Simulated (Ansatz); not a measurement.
# SiH3+ (triplet): PBE0, B3LYP, BHLYP over a scan of the distance Si1–H3, cc-pVDZ, part 2 of 3

Ansatz 0.2.0, Gaussian basis; cc-pVDZ, all electrons in the functionals. The steps go on from the part before.

## 12. PBE0, 5.866 Å

in.yaml reads:

```yaml
crystal:
  periodic: [false, false, false]
  atoms:
    - {symbol: Si, position_ang: [-0.035055, 0.099361, -0.205349]}
    - {symbol: H, position_ang: [-0.035055, -1.193786, -0.950081]}
    - {symbol: H, position_ang: [1.486218, -1.276791, 5.290275]}
    - {symbol: H, position_ang: [-0.474376, -0.298051, 1.381705]}
basis:
  gaussian: {orbitals: cc-pVDZ}
total_charge: 1
magnetization: {spin_polarized: true, initial_magnetization: 2}
hamiltonian: {xc: {name: PBE0}}
output: {forces: true, orbitals: {seedname: orbitals}}
```

Run with:

```console
> ansatz run in.yaml --threads 1 --pin off --events-out ev --progress --plain --max-ram 2393MiB
```

What it wrote:

```text
Functional definition: PBE0
  name "PBE0"
  cite "Adamo & Barone, J. Chem. Phys. 110, 6158 (1999) doi:10.1063/1.478522"
  cite "Perdew, Burke & Ernzerhof, Phys. Rev. Lett. 77, 3865 (1996) doi:10.1103/PhysRevLett.77.3865"
  parent pbe
  parameter a = 0.25
  parameter kappa = 0.804
  parameter beta = 0.06672455060314922
  exchange = (1 - a)*pbe_x(kappa = kappa, mu = beta*pi^2/3) + a*exact_x
  correlation = pbe_c(beta = beta)
314 factors; integrals over basis functions are off by at most 1.2e-3 eV
mean field evaluation 1: about -7902.1289 eV, gradient 1.1e1 eV
mean field evaluation 2: about -7888.7150 eV, gradient 2.2e1 eV
mean field evaluation 4: about -7891.1492 eV, gradient 1.9e1 eV
mean field evaluation 8: about -7908.5296 eV, gradient 3.6e0 eV
mean field evaluation 16: about -7908.6781 eV, gradient 1.9e-5 eV
mean field -7908.67810157 eV, -290.6385595382 hartree, gradient 5.7e-6 eV, S^2 2.003908; 2 other end points of the search recorded, 0 dependent functions left out
the calculation of the forces begins
reference -7908.67813329 eV, -290.6385607039 hartree; 9, 7 occupied and 24, 26 virtual orbitals, 314 factors
Total energy: -7908.67813329 eV, -290.6385607039 hartree
Atom 0 at    -0.035055     0.099361    -0.205349 Å, force    -0.709446    -0.898944     2.417374 eV/Å
Atom 1 at    -0.035055    -1.193786    -0.950081 Å, force     0.142348    -0.033630    -0.607766 eV/Å
Atom 2 at     1.486218    -1.276791     5.290275 Å, force    -0.000899     0.000576    -0.002300 eV/Å
Atom 3 at    -0.474376    -0.298051     1.381705 Å, force     0.567996     0.931997    -1.807309 eV/Å
Dipole moment:    -0.082293     0.099724    -0.324970 e Å
```

Wall time 0.72 s (1 thread of AMD EPYC 7B13, shared host).

From the report: ⟨S²⟩ of the determinant 2.004 (pure triplet: 2.00).

From 1.694 Å: +145.6 kJ/mol.

Orbitals, density, ELF and potential are computed afterwards from the orbital file.

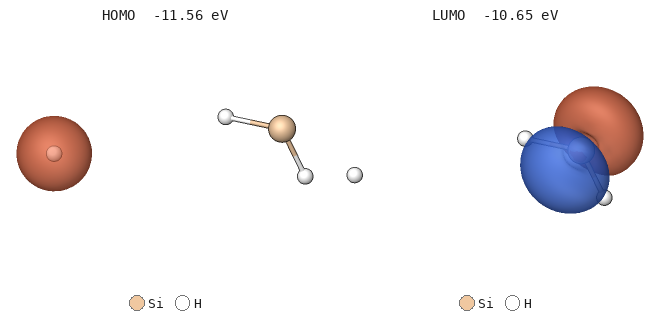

Frontier orbitals at PBE0/cc-pVDZ (alpha spin); each surface holds 70 % of the orbital's density, blue and red mark the sign.

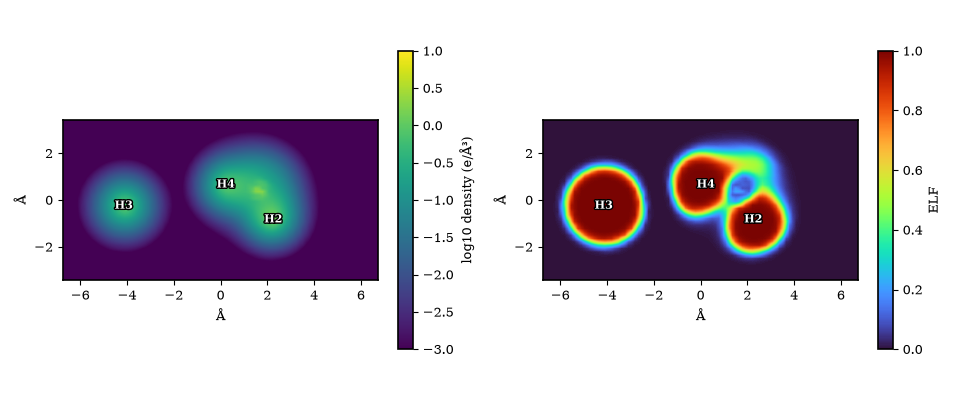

Density (left) and ELF (right) in a plane through or near 3 of the atoms.

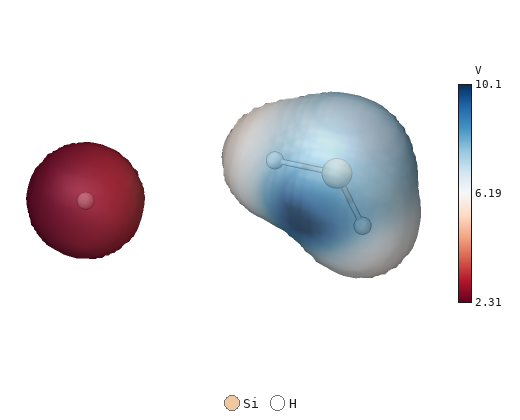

The potential that a unit positive charge feels on the 0.002 e/bohr³ surface, from 2.31 to 10.06 V.

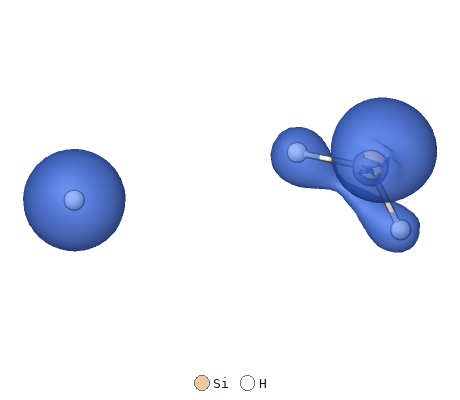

Spin density at ±0.05 e/Å³ (alpha excess blue, beta excess red).

## 13. B3LYP, 1.372 Å

in.yaml reads:

```yaml
crystal:
  periodic: [false, false, false]
  atoms:
    - {symbol: Si, position_ang: [0.002706, 0.065203, -0.068937]}
    - {symbol: H, position_ang: [0.002706, -1.227944, -0.813669]}
    - {symbol: H, position_ang: [0.358517, -0.256666, 1.216436]}
    - {symbol: H, position_ang: [-0.436615, -0.332209, 1.518117]}
basis:
  gaussian: {orbitals: cc-pVDZ}
total_charge: 1
magnetization: {spin_polarized: true, initial_magnetization: 2}
hamiltonian: {xc: {name: B3LYP}}
```

The command is unchanged.

What it wrote, shortened:

```text
Functional definition: B3LYP
  name "B3LYP"
  cite "Stephens, Devlin, Chabalowski & Frisch, J. Phys. Chem. 98, 11623 (1994) doi:10.1021/j100096a001"
  cite "Becke, Phys. Rev. A 38, 3098 (1988) doi:10.1103/PhysRevA.38.3098"
  cite "Lee, Yang & Parr, Phys. Rev. B 37, 785 (1988) doi:10.1103/PhysRevB.37.785"
  cite "Vosko, Wilk & Nusair, Can. J. Phys. 58, 1200 (1980) doi:10.1139/p80-159"
[...]
313 factors; integrals over basis functions are off by at most 1.2e-3 eV
[...]
mean field -7913.44766282 eV, -290.8138376810 hartree, gradient 1.5e-5 eV, S^2 2.002166; 0 other end points of the search recorded, 0 dependent functions left out
reference -7913.44783265 eV, -290.8138439223 hartree; 9, 7 occupied and 24, 26 virtual orbitals, 313 factors
Total energy: -7913.44783265 eV, -290.8138439223 hartree
```

Wall time 0.6 s (1 thread of AMD EPYC 7B13, shared host).

From the report: ⟨S²⟩ of the determinant 2.002 (pure triplet: 2.00).

## 14. B3LYP, 1.491 Å

in.yaml reads:

```yaml
crystal:
  periodic: [false, false, false]
  atoms:
    - {symbol: Si, position_ang: [0.001706, 0.066107, -0.072549]}
    - {symbol: H, position_ang: [0.001706, -1.227040, -0.817281]}
    - {symbol: H, position_ang: [0.388378, -0.283679, 1.324310]}
    - {symbol: H, position_ang: [-0.437615, -0.331305, 1.514505]}
basis:
  gaussian: {orbitals: cc-pVDZ}
total_charge: 1
magnetization: {spin_polarized: true, initial_magnetization: 2}
hamiltonian: {xc: {name: B3LYP}}
```

The command is unchanged.

What it wrote, shortened:

```text
Functional definition: B3LYP
  name "B3LYP"
  cite "Stephens, Devlin, Chabalowski & Frisch, J. Phys. Chem. 98, 11623 (1994) doi:10.1021/j100096a001"
  cite "Becke, Phys. Rev. A 38, 3098 (1988) doi:10.1103/PhysRevA.38.3098"
  cite "Lee, Yang & Parr, Phys. Rev. B 37, 785 (1988) doi:10.1103/PhysRevB.37.785"
  cite "Vosko, Wilk & Nusair, Can. J. Phys. 58, 1200 (1980) doi:10.1139/p80-159"
[...]
313 factors; integrals over basis functions are off by at most 1.3e-3 eV
[...]
mean field -7913.88293380 eV, -290.8298335948 hartree, gradient 3.1e-5 eV, S^2 2.002155; 0 other end points of the search recorded, 0 dependent functions left out
reference -7913.88310463 eV, -290.8298398725 hartree; 9, 7 occupied and 24, 26 virtual orbitals, 313 factors
Total energy: -7913.88310463 eV, -290.8298398725 hartree
```

Run time: 0.57 s. Hardware: 1 thread of AMD EPYC 7B13, shared host.

From the report: ⟨S²⟩ of the determinant 2.002 (pure triplet: 2.00).

## 15. B3LYP, 1.694 Å

in.yaml reads:

```yaml
crystal:
  periodic: [false, false, false]
  atoms:
    - {symbol: Si, position_ang: [0.000000, 0.067650, -0.078712]}
    - {symbol: H, position_ang: [0.000000, -1.225497, -0.823444]}
    - {symbol: H, position_ang: [0.439321, -0.329762, 1.508342]}
    - {symbol: H, position_ang: [-0.439321, -0.329762, 1.508342]}
basis:
  gaussian: {orbitals: cc-pVDZ}
total_charge: 1
magnetization: {spin_polarized: true, initial_magnetization: 2}
hamiltonian: {xc: {name: B3LYP}}
```

Same command.

What it wrote, shortened:

```text
Functional definition: B3LYP
  name "B3LYP"
  cite "Stephens, Devlin, Chabalowski & Frisch, J. Phys. Chem. 98, 11623 (1994) doi:10.1021/j100096a001"
  cite "Becke, Phys. Rev. A 38, 3098 (1988) doi:10.1103/PhysRevA.38.3098"
  cite "Lee, Yang & Parr, Phys. Rev. B 37, 785 (1988) doi:10.1103/PhysRevB.37.785"
  cite "Vosko, Wilk & Nusair, Can. J. Phys. 58, 1200 (1980) doi:10.1139/p80-159"
[...]
315 factors; integrals over basis functions are off by at most 1.2e-3 eV
[...]
mean field -7914.14194934 eV, -290.8393522401 hartree, gradient 4.5e-5 eV, S^2 2.002261; 0 other end points of the search recorded, 0 dependent functions left out
reference -7914.14212189 eV, -290.8393585813 hartree; 9, 7 occupied and 24, 26 virtual orbitals, 315 factors
Total energy: -7914.14212189 eV, -290.8393585813 hartree
```

Wall time 0.51 s (1 thread of AMD EPYC 7B13, shared host).

From the report: ⟨S²⟩ of the determinant 2.002 (pure triplet: 2.00).

## 16. B3LYP, 1.896 Å

in.yaml reads:

```yaml
crystal:
  periodic: [false, false, false]
  atoms:
    - {symbol: Si, position_ang: [-0.001697, 0.069185, -0.084843]}
    - {symbol: H, position_ang: [-0.001697, -1.223962, -0.829575]}
    - {symbol: H, position_ang: [0.490007, -0.375612, 1.691445]}
    - {symbol: H, position_ang: [-0.441018, -0.328227, 1.502211]}
basis:
  gaussian: {orbitals: cc-pVDZ}
total_charge: 1
magnetization: {spin_polarized: true, initial_magnetization: 2}
hamiltonian: {xc: {name: B3LYP}}
```

Same command.

What it wrote, shortened:

```text
Functional definition: B3LYP
  name "B3LYP"
  cite "Stephens, Devlin, Chabalowski & Frisch, J. Phys. Chem. 98, 11623 (1994) doi:10.1021/j100096a001"
  cite "Becke, Phys. Rev. A 38, 3098 (1988) doi:10.1103/PhysRevA.38.3098"
  cite "Lee, Yang & Parr, Phys. Rev. B 37, 785 (1988) doi:10.1103/PhysRevB.37.785"
  cite "Vosko, Wilk & Nusair, Can. J. Phys. 58, 1200 (1980) doi:10.1139/p80-159"
[...]
314 factors; integrals over basis functions are off by at most 1.3e-3 eV
[...]
mean field -7914.04311844 eV, -290.8357202717 hartree, gradient 3.1e-5 eV, S^2 2.002533; 0 other end points of the search recorded, 0 dependent functions left out
reference -7914.04329291 eV, -290.8357266833 hartree; 9, 7 occupied and 24, 26 virtual orbitals, 314 factors
Total energy: -7914.04329291 eV, -290.8357266833 hartree
```

It took 0.54 s on 1 thread of AMD EPYC 7B13, shared host.

From the report: ⟨S²⟩ of the determinant 2.003 (pure triplet: 2.00).

From 1.694 Å: +9.5 kJ/mol.

## 17. B3LYP, 2.050 Å

in.yaml reads:

```yaml
crystal:
  periodic: [false, false, false]
  atoms:
    - {symbol: Si, position_ang: [-0.002991, 0.070356, -0.089517]}
    - {symbol: H, position_ang: [-0.002991, -1.222791, -0.834249]}
    - {symbol: H, position_ang: [0.528651, -0.410570, 1.831047]}
    - {symbol: H, position_ang: [-0.442312, -0.327056, 1.497537]}
basis:
  gaussian: {orbitals: cc-pVDZ}
total_charge: 1
magnetization: {spin_polarized: true, initial_magnetization: 2}
hamiltonian: {xc: {name: B3LYP}}
```

Same command.

What it wrote, shortened:

```text
Functional definition: B3LYP
  name "B3LYP"
  cite "Stephens, Devlin, Chabalowski & Frisch, J. Phys. Chem. 98, 11623 (1994) doi:10.1021/j100096a001"
  cite "Becke, Phys. Rev. A 38, 3098 (1988) doi:10.1103/PhysRevA.38.3098"
  cite "Lee, Yang & Parr, Phys. Rev. B 37, 785 (1988) doi:10.1103/PhysRevB.37.785"
  cite "Vosko, Wilk & Nusair, Can. J. Phys. 58, 1200 (1980) doi:10.1139/p80-159"
[...]
315 factors; integrals over basis functions are off by at most 1.3e-3 eV
[...]
mean field -7913.81129555 eV, -290.8272009377 hartree, gradient 9.6e-6 eV, S^2 2.003274; 0 other end points of the search recorded, 0 dependent functions left out
reference -7913.81147244 eV, -290.8272074383 hartree; 9, 7 occupied and 24, 26 virtual orbitals, 315 factors
Total energy: -7913.81147244 eV, -290.8272074383 hartree
```

It took 0.54 s on 1 thread of AMD EPYC 7B13, shared host.

From the report: ⟨S²⟩ of the determinant 2.003 (pure triplet: 2.00).

From 1.694 Å: +31.9 kJ/mol.

## 18. B3LYP, 2.314 Å

in.yaml reads:

```yaml
crystal:
  periodic: [false, false, false]
  atoms:
    - {symbol: Si, position_ang: [-0.005209, 0.072363, -0.097531]}
    - {symbol: H, position_ang: [-0.005209, -1.220784, -0.842263]}
    - {symbol: H, position_ang: [0.594897, -0.470497, 2.070365]}
    - {symbol: H, position_ang: [-0.444530, -0.325049, 1.489523]}
basis:
  gaussian: {orbitals: cc-pVDZ}
total_charge: 1
magnetization: {spin_polarized: true, initial_magnetization: 2}
hamiltonian: {xc: {name: B3LYP}}
```

The command is unchanged.

What it wrote, shortened:

```text
Functional definition: B3LYP
  name "B3LYP"
  cite "Stephens, Devlin, Chabalowski & Frisch, J. Phys. Chem. 98, 11623 (1994) doi:10.1021/j100096a001"
  cite "Becke, Phys. Rev. A 38, 3098 (1988) doi:10.1103/PhysRevA.38.3098"
  cite "Lee, Yang & Parr, Phys. Rev. B 37, 785 (1988) doi:10.1103/PhysRevB.37.785"
  cite "Vosko, Wilk & Nusair, Can. J. Phys. 58, 1200 (1980) doi:10.1139/p80-159"
[...]
318 factors; integrals over basis functions are off by at most 1.2e-3 eV
[...]
mean field -7913.28244658 eV, -290.8077660964 hartree, gradient 2.9e-5 eV, S^2 2.009624; 0 other end points of the search recorded, 0 dependent functions left out
reference -7913.28262916 eV, -290.8077728061 hartree; 9, 7 occupied and 24, 26 virtual orbitals, 318 factors
Total energy: -7913.28262916 eV, -290.8077728061 hartree
```

It took 0.57 s on 1 thread of AMD EPYC 7B13, shared host.

From the report: ⟨S²⟩ of the determinant 2.010 (pure triplet: 2.00).

From 1.694 Å: +82.9 kJ/mol.

## 19. B3LYP, 2.757 Å

in.yaml reads:

```yaml
crystal:
  periodic: [false, false, false]
  atoms:
    - {symbol: Si, position_ang: [-0.008932, 0.075730, -0.110978]}
    - {symbol: H, position_ang: [-0.008932, -1.217417, -0.855710]}
    - {symbol: H, position_ang: [0.706062, -0.571057, 2.471947]}
    - {symbol: H, position_ang: [-0.448253, -0.321682, 1.476076]}
basis:
  gaussian: {orbitals: cc-pVDZ}
total_charge: 1
magnetization: {spin_polarized: true, initial_magnetization: 2}
hamiltonian: {xc: {name: B3LYP}}
```

The command is unchanged.

What it wrote, shortened:

```text
Functional definition: B3LYP
  name "B3LYP"
  cite "Stephens, Devlin, Chabalowski & Frisch, J. Phys. Chem. 98, 11623 (1994) doi:10.1021/j100096a001"
  cite "Becke, Phys. Rev. A 38, 3098 (1988) doi:10.1103/PhysRevA.38.3098"
  cite "Lee, Yang & Parr, Phys. Rev. B 37, 785 (1988) doi:10.1103/PhysRevB.37.785"
  cite "Vosko, Wilk & Nusair, Can. J. Phys. 58, 1200 (1980) doi:10.1139/p80-159"
[...]
316 factors; integrals over basis functions are off by at most 1.2e-3 eV
[...]
mean field -7912.77876542 eV, -290.7892561550 hartree, gradient 6.0e-5 eV, S^2 2.014343; 0 other end points of the search recorded, 0 dependent functions left out
reference -7912.77896184 eV, -290.7892633734 hartree; 9, 7 occupied and 24, 26 virtual orbitals, 316 factors
Total energy: -7912.77896184 eV, -290.7892633734 hartree
```

Run time: 0.57 s. Hardware: 1 thread of AMD EPYC 7B13, shared host.

From the report: ⟨S²⟩ of the determinant 2.014 (pure triplet: 2.00).

From 1.694 Å: +131.5 kJ/mol.

## 20. B3LYP, 3.184 Å

in.yaml reads:

```yaml
crystal:
  periodic: [false, false, false]
  atoms:
    - {symbol: Si, position_ang: [-0.012520, 0.078975, -0.123939]}
    - {symbol: H, position_ang: [-0.012520, -1.214172, -0.868671]}
    - {symbol: H, position_ang: [0.813211, -0.667985, 2.859025]}
    - {symbol: H, position_ang: [-0.451841, -0.318437, 1.463115]}
basis:
  gaussian: {orbitals: cc-pVDZ}
total_charge: 1
magnetization: {spin_polarized: true, initial_magnetization: 2}
hamiltonian: {xc: {name: B3LYP}}
```

Launched as before.

What it wrote, shortened:

```text
Functional definition: B3LYP
  name "B3LYP"
  cite "Stephens, Devlin, Chabalowski & Frisch, J. Phys. Chem. 98, 11623 (1994) doi:10.1021/j100096a001"
  cite "Becke, Phys. Rev. A 38, 3098 (1988) doi:10.1103/PhysRevA.38.3098"
  cite "Lee, Yang & Parr, Phys. Rev. B 37, 785 (1988) doi:10.1103/PhysRevB.37.785"
  cite "Vosko, Wilk & Nusair, Can. J. Phys. 58, 1200 (1980) doi:10.1139/p80-159"
[...]
316 factors; integrals over basis functions are off by at most 1.2e-3 eV
[...]
mean field -7912.75945266 eV, -290.7885464243 hartree, gradient 3.8e-5 eV, S^2 2.004676; 0 other end points of the search recorded, 0 dependent functions left out
reference -7912.75965950 eV, -290.7885540255 hartree; 9, 7 occupied and 24, 26 virtual orbitals, 316 factors
Total energy: -7912.75965950 eV, -290.7885540255 hartree
```

Run time: 0.6 s. Hardware: 1 thread of AMD EPYC 7B13, shared host.

From the report: ⟨S²⟩ of the determinant 2.005 (pure triplet: 2.00).

From 1.694 Å: +133.4 kJ/mol.

## 21. B3LYP, 3.649 Å

in.yaml reads:

```yaml
crystal:
  periodic: [false, false, false]
  atoms:
    - {symbol: Si, position_ang: [-0.016427, 0.082510, -0.138054]}
    - {symbol: H, position_ang: [-0.016427, -1.210637, -0.882786]}
    - {symbol: H, position_ang: [0.929896, -0.773538, 3.280551]}
    - {symbol: H, position_ang: [-0.455748, -0.314902, 1.449000]}
basis:
  gaussian: {orbitals: cc-pVDZ}
total_charge: 1
magnetization: {spin_polarized: true, initial_magnetization: 2}
hamiltonian: {xc: {name: B3LYP}}
```

The command is unchanged.

What it wrote, shortened:

```text
Functional definition: B3LYP
  name "B3LYP"
  cite "Stephens, Devlin, Chabalowski & Frisch, J. Phys. Chem. 98, 11623 (1994) doi:10.1021/j100096a001"
  cite "Becke, Phys. Rev. A 38, 3098 (1988) doi:10.1103/PhysRevA.38.3098"
  cite "Lee, Yang & Parr, Phys. Rev. B 37, 785 (1988) doi:10.1103/PhysRevB.37.785"
  cite "Vosko, Wilk & Nusair, Can. J. Phys. 58, 1200 (1980) doi:10.1139/p80-159"
[...]
317 factors; integrals over basis functions are off by at most 1.2e-3 eV
[...]
mean field -7912.77591366 eV, -290.7891513547 hartree, gradient 2.3e-5 eV, S^2 2.003496; 0 other end points of the search recorded, 0 dependent functions left out
reference -7912.77613254 eV, -290.7891593986 hartree; 9, 7 occupied and 24, 26 virtual orbitals, 317 factors
Total energy: -7912.77613254 eV, -290.7891593986 hartree
```

Wall time 0.6 s (1 thread of AMD EPYC 7B13, shared host).

From the report: ⟨S²⟩ of the determinant 2.003 (pure triplet: 2.00).

From 1.694 Å: +131.8 kJ/mol.

## 22. B3LYP, 4.539 Å

in.yaml reads:

```yaml
crystal:
  periodic: [false, false, false]
  atoms:
    - {symbol: Si, position_ang: [-0.023905, 0.089275, -0.165069]}
    - {symbol: H, position_ang: [-0.023905, -1.203872, -0.909801]}
    - {symbol: H, position_ang: [1.153228, -0.975565, 4.087341]}
    - {symbol: H, position_ang: [-0.463226, -0.308137, 1.421985]}
basis:
  gaussian: {orbitals: cc-pVDZ}
total_charge: 1
magnetization: {spin_polarized: true, initial_magnetization: 2}
hamiltonian: {xc: {name: B3LYP}}
```

The command is unchanged.

What it wrote, shortened:

```text
Functional definition: B3LYP
  name "B3LYP"
  cite "Stephens, Devlin, Chabalowski & Frisch, J. Phys. Chem. 98, 11623 (1994) doi:10.1021/j100096a001"
  cite "Becke, Phys. Rev. A 38, 3098 (1988) doi:10.1103/PhysRevA.38.3098"
  cite "Lee, Yang & Parr, Phys. Rev. B 37, 785 (1988) doi:10.1103/PhysRevB.37.785"
  cite "Vosko, Wilk & Nusair, Can. J. Phys. 58, 1200 (1980) doi:10.1139/p80-159"
[...]
315 factors; integrals over basis functions are off by at most 1.2e-3 eV
[...]
mean field -7912.76493598 eV, -290.7887479327 hartree, gradient 3.4e-5 eV, S^2 2.003812; 2 other end points of the search recorded, 0 dependent functions left out
reference -7912.76518533 eV, -290.7887570961 hartree; 9, 7 occupied and 24, 26 virtual orbitals, 315 factors
Total energy: -7912.76518533 eV, -290.7887570961 hartree
```

Wall time 0.66 s (1 thread of AMD EPYC 7B13, shared host).

From the report: ⟨S²⟩ of the determinant 2.004 (pure triplet: 2.00).

From 1.694 Å: +132.9 kJ/mol.

## 23. B3LYP, 5.866 Å

in.yaml reads:

```yaml
crystal:
  periodic: [false, false, false]
  atoms:
    - {symbol: Si, position_ang: [-0.035055, 0.099361, -0.205349]}
    - {symbol: H, position_ang: [-0.035055, -1.193786, -0.950081]}
    - {symbol: H, position_ang: [1.486218, -1.276791, 5.290275]}
    - {symbol: H, position_ang: [-0.474376, -0.298051, 1.381705]}
basis:
  gaussian: {orbitals: cc-pVDZ}
total_charge: 1
magnetization: {spin_polarized: true, initial_magnetization: 2}
hamiltonian: {xc: {name: B3LYP}}
```

The command is unchanged.

What it wrote, shortened:

```text
Functional definition: B3LYP
  name "B3LYP"
  cite "Stephens, Devlin, Chabalowski & Frisch, J. Phys. Chem. 98, 11623 (1994) doi:10.1021/j100096a001"
  cite "Becke, Phys. Rev. A 38, 3098 (1988) doi:10.1103/PhysRevA.38.3098"
  cite "Lee, Yang & Parr, Phys. Rev. B 37, 785 (1988) doi:10.1103/PhysRevB.37.785"
  cite "Vosko, Wilk & Nusair, Can. J. Phys. 58, 1200 (1980) doi:10.1139/p80-159"
[...]
314 factors; integrals over basis functions are off by at most 1.2e-3 eV
[...]
mean field -7912.75747618 eV, -290.7884737900 hartree, gradient 8.0e-6 eV, S^2 2.003841; 2 other end points of the search recorded, 0 dependent functions left out
reference -7912.75773975 eV, -290.7884834762 hartree; 9, 7 occupied and 24, 26 virtual orbitals, 314 factors
Total energy: -7912.75773975 eV, -290.7884834762 hartree
```

Run time: 0.86 s. Hardware: 1 thread of AMD EPYC 7B13, shared host.

From the report: ⟨S²⟩ of the determinant 2.004 (pure triplet: 2.00).

From 1.694 Å: +133.6 kJ/mol.

## 24. BHLYP, 1.372 Å

in.yaml reads:

```yaml
crystal:
  periodic: [false, false, false]
  atoms:
    - {symbol: Si, position_ang: [0.002706, 0.065203, -0.068937]}
    - {symbol: H, position_ang: [0.002706, -1.227944, -0.813669]}
    - {symbol: H, position_ang: [0.358517, -0.256666, 1.216436]}
    - {symbol: H, position_ang: [-0.436615, -0.332209, 1.518117]}
basis:
  gaussian: {orbitals: cc-pVDZ}
total_charge: 1
magnetization: {spin_polarized: true, initial_magnetization: 2}
hamiltonian: {xc: {name: BHLYP}}
```

The command is unchanged.

What it wrote, shortened:

```text
Functional definition: BHLYP
  name "BHLYP"
  cite "Becke, J. Chem. Phys. 98, 1372 (1993) doi:10.1063/1.464304"
  cite "Becke, Phys. Rev. A 38, 3098 (1988) doi:10.1103/PhysRevA.38.3098"
  cite "Lee, Yang & Parr, Phys. Rev. B 37, 785 (1988) doi:10.1103/PhysRevB.37.785"
[...]
313 factors; integrals over basis functions are off by at most 1.2e-3 eV
[...]
mean field -7912.79631889 eV, -290.7899012332 hartree, gradient 8.3e-5 eV, S^2 2.003611; 0 other end points of the search recorded, 0 dependent functions left out
reference -7912.79643384 eV, -290.7899054576 hartree; 9, 7 occupied and 24, 26 virtual orbitals, 313 factors
Total energy: -7912.79643384 eV, -290.7899054576 hartree
```

Run time: 0.57 s. Hardware: 1 thread of AMD EPYC 7B13, shared host.

From the report: ⟨S²⟩ of the determinant 2.004 (pure triplet: 2.00).

## 25. BHLYP, 1.491 Å

in.yaml reads:

```yaml
crystal:
  periodic: [false, false, false]
  atoms:
    - {symbol: Si, position_ang: [0.001706, 0.066107, -0.072549]}
    - {symbol: H, position_ang: [0.001706, -1.227040, -0.817281]}
    - {symbol: H, position_ang: [0.388378, -0.283679, 1.324310]}
    - {symbol: H, position_ang: [-0.437615, -0.331305, 1.514505]}
basis:
  gaussian: {orbitals: cc-pVDZ}
total_charge: 1
magnetization: {spin_polarized: true, initial_magnetization: 2}
hamiltonian: {xc: {name: BHLYP}}
```

Same command.

What it wrote, shortened:

```text
Functional definition: BHLYP
  name "BHLYP"
  cite "Becke, J. Chem. Phys. 98, 1372 (1993) doi:10.1063/1.464304"
  cite "Becke, Phys. Rev. A 38, 3098 (1988) doi:10.1103/PhysRevA.38.3098"
  cite "Lee, Yang & Parr, Phys. Rev. B 37, 785 (1988) doi:10.1103/PhysRevB.37.785"
[...]
313 factors; integrals over basis functions are off by at most 1.3e-3 eV
[...]
mean field -7913.22748883 eV, -290.8057464362 hartree, gradient 7.4e-5 eV, S^2 2.003578; 0 other end points of the search recorded, 0 dependent functions left out
reference -7913.22760449 eV, -290.8057506868 hartree; 9, 7 occupied and 24, 26 virtual orbitals, 313 factors
Total energy: -7913.22760449 eV, -290.8057506868 hartree
```

Wall time 0.48 s (1 thread of AMD EPYC 7B13, shared host).

From the report: ⟨S²⟩ of the determinant 2.004 (pure triplet: 2.00).

[end of part 2 of 3]
